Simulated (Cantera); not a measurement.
Feed: 1 mol Pb, 0.041 mol CO₂, 14 mol H₂, equilibrated at 0.530 bar.

Equilibrium computed with Cantera from the NASA thermochemical tables; the gas is ideal and each condensed phase is pure. Candidate condensed phases: C, C₆H₆, C₇H₈, C₈H₁₈, H₂O, Pb, PbO, PbO₂, Pb₃O₄; 113 gas species. Rates play no part.

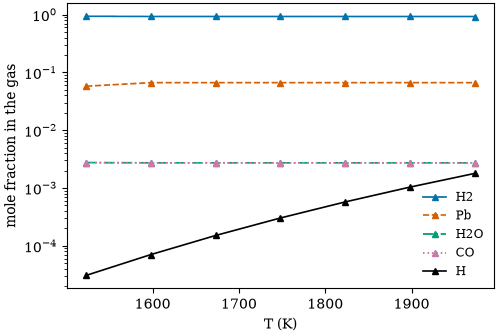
Equilibrium gas composition (values under 1e-9 drawn at 1e-9)

At 1523 K the condensed part is Pb(l). From 1598 K to 1973 K nothing is condensed. The main Pb-bearing gas is Pb throughout.
